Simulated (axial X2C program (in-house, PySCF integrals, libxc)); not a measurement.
# A two-component session on RuN⁺: properties at the nuclei

Aim: properties at the nuclei of RuN⁺, with spin–orbit coupling in the Hamiltonian from the start.

Program: an in-house X2C program for linear molecules on PySCF integrals. Level of theory: two-component X2C with atomic mean-field terms, Ru dyall-cv3z, N dyall-av3z. These are calculated values, not measurements.

**1. Input**

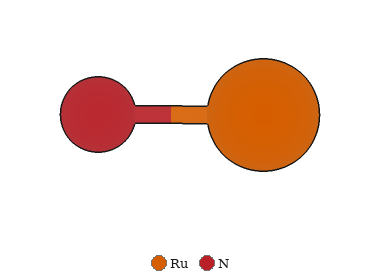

The two atoms at 1.740 Å (ruthenium orange, nitrogen red).

task.json reads:

```json
{
 "zs": [
  44,
  7
 ],
 "q": 1,
 "bas": [
  "dyall-cv3z",
  "dyall-av3z"
 ],
 "r0": 1.74,
 "levels": [
  "PBE0",
  "HF",
  "TPSSh",
  "BP86",
  "BHandHLYP"
 ],
 "nst": 3
}
```

Keys: zs atomic numbers; q charge; bas basis sets; r0 starting distance in Å; levels methods (HF also brings MP2); nst determinants followed.

Run with:

```
> python soeom.py task.json out
```

Further steps of the session: Expectation values, lowest determinant; Expectation values, a higher determinant; Expectation values, a higher determinant.

Before running it: what results should come out? Wanted: lowest determinant; qzz Ru; qzz N; higher determinant; Eeff magnitude; Ws magnitude Ru; A∥/gI Ru (for each run or level that gives them).

As calculated:

| quantity | value |
| --- | --- |
| lowest determinant | Ω = 0 (closed shell) |
| qzz Ru (a.u.), PBE0 | 6.48 |
| qzz N (a.u.), PBE0 | -0.47 |
| higher determinant | Ω = 3 (excess of +ω over −ω: ω = 1/2, ω = 5/2) |
| Eeff magnitude (GV/cm), PBE0, higher determinant | 4.89 |
| Ws magnitude Ru (kHz), PBE0, higher determinant | 0.795 |
| A∥/gI Ru (MHz), PBE0, higher determinant | 1570 |
| qzz Ru (a.u.), PBE0, higher determinant | 2.21 |
| higher determinant | Ω = 1 (excess of +ω over −ω: ω = -1/2, ω = 3/2) |
| Eeff magnitude (GV/cm), PBE0, higher determinant | 4.77 |
| Ws magnitude Ru (kHz), PBE0, higher determinant | 2.35 |
| A∥/gI Ru (MHz), PBE0, higher determinant | -2530 |
| qzz Ru (a.u.), PBE0, higher determinant | 2.08 |

In words: The expectation values come from single determinants, which for open shells can mix terms of unlike spin or miss the lowest Ω, so a determinant need not be a state. Eeff is the effective electric field on the electron dipole moment in this Ω state and Ws the scalar–pseudoscalar constant (defined with the proton number Z and per Ω); A∥ is the parallel hyperfine constant, which follows by multiplying with the nuclear g factor gI = μI/(I μN); qzz is the electric field gradient, eQq0 = 234.96 MHz × Q/barn × qzz. The operators were transformed with the bare-nucleus X2C matrices.
